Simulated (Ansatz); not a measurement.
## Electronic structure of ClH₄OW···HF (doublet) in real space

```yaml
atoms:
  - { symbol: W, position_ang: [-0.2095, -0.1421, -0.1055] }
  - { symbol: F, position_ang: [-0.5067, -0.4318, 2.5553] }
  - { symbol: H, position_ang: [0.9935, 0.5198, 0.9092] }
  - { symbol: H, position_ang: [0.6538, 1.1624, -0.7338] }
  - { symbol: O, position_ang: [-1.9715, 0.2639, 0.3036] }
  - { symbol: H, position_ang: [-2.2885, 0.2423, 1.2209] }
  - { symbol: Cl, position_ang: [0.5810, -2.2903, -0.1092] }
  - { symbol: H, position_ang: [-0.0961, -0.0383, -1.7707] }
  - { symbol: H, position_ang: [0.3469, -0.0822, 2.3738] }
```

Core potentials replace the inner electrons of W.

Theory: UKS PBE0-D4/def2-SVP (Ansatz).

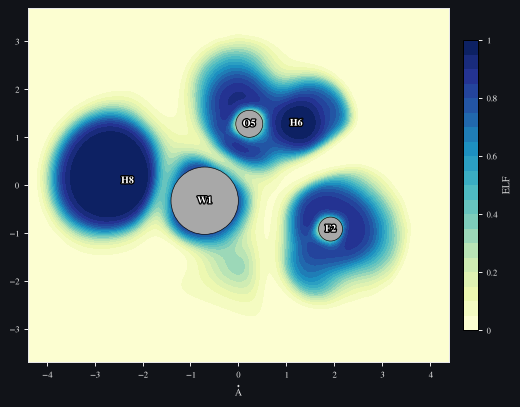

Figure 1. ELF on the plane of atoms W1, O5 and H6. Grey discs cover the atomic cores.

What does the map show?

Answer.
- The plane passes through W, F, O and H nuclei.
- W1···F2 (2.69 Å): the ELF dips to about 0.05 between them.
- W–O (1.85 Å): the ELF peaks at about 0.85 in the valence shell of O, 0.5 Å from its nucleus, and drops to about 0.25 between the two atoms.
- O–H (0.97 Å): the ELF climbs to about 1 towards the hydrogen, as it does in any bond to H; an ordinary covalent bond to hydrogen.
- W–H (1.67 Å): the ELF climbs to about 1 towards the hydrogen.
- The ELF also peaks beside F2, away from the bonds: non-bonding electrons, paired or unpaired.

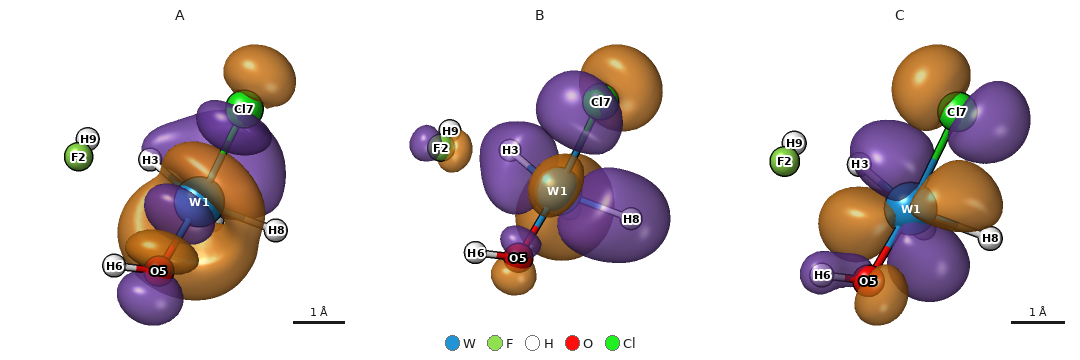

Figure 2. Three frontier orbitals at ±0.1 Å⁻³ᐟ² (orange and purple are the two phases), in no order.

Which picture is the HOMO−1, the HOMO and the LUMO? All are α orbitals.

Answer. B is the HOMO−1 (α) (−8.57 eV). By Hirshfeld shares it lies mainly on W1 (about 40 %), Cl7 (about 20 %), H4 (about 20 %) and H8 (about 10 %). C is the HOMO (α) (−6.15 eV). Its weight (Hirshfeld) is mainly on W1 (about 65 %) and Cl7 (about 20 %). A is the LUMO (α) (−2.23 eV). It lies mainly on W1 (about 65 %), O5 (about 10 %) and Cl7 (about 10 %).

What is the gap between the highest occupied and lowest empty α orbitals?

Answer. 3.92 eV between the orbital energies.
